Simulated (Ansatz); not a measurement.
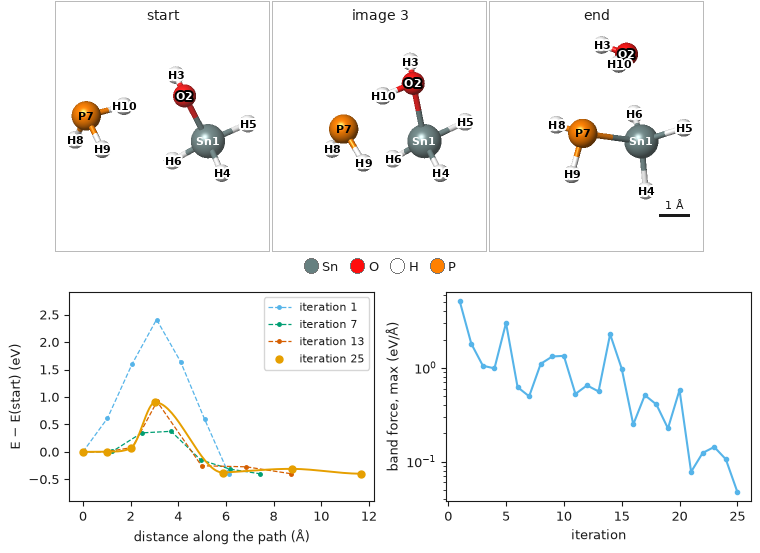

A search for the minimum-energy path of SnPH7O, made up at the start of SnH4O and PH$_{3}$ by the nudged elastic band. Images are numbered from 0 (start) to 6 (end). The plot follows the band through its iterations. Style: ball-and-stick. Shown at a tilt.

These are results of RKS PBE/def2-SVP in Ansatz 0.2.0, not measurements. Run with 5 movable images; climbing image; force threshold 0.05 eV/Å; iteration limit 60; starting path through a guess of the saddle point.

Judge this run.

The run is converged, with reservations. The band converged in 25 iterations. The largest component of the band force went from 5.1 to 0.048 eV/Å. The climbing image converged on the top of the path. Its vibrational analysis gives one imaginary mode (780i cm⁻¹), as a transition state must have. The first iteration put the highest image at 2.41 eV. The energy climbs by 0.90 eV to image 3 and then falls by 1.30 eV, so the end point sits at −0.40 eV. The profile has 2 maxima (images 3, 5) with a dip at image 4 (−0.38 eV), so the process runs in steps.

Limits of the set-up: the start holds two separate molecules, 2.3 Å apart at their closest, whose relative position is a soft coordinate and is computed without a dispersion correction.

The run took 3.1 min on 2 threads of Arm Neoverse V1, with other jobs on the host, peak memory 0.13 GiB.
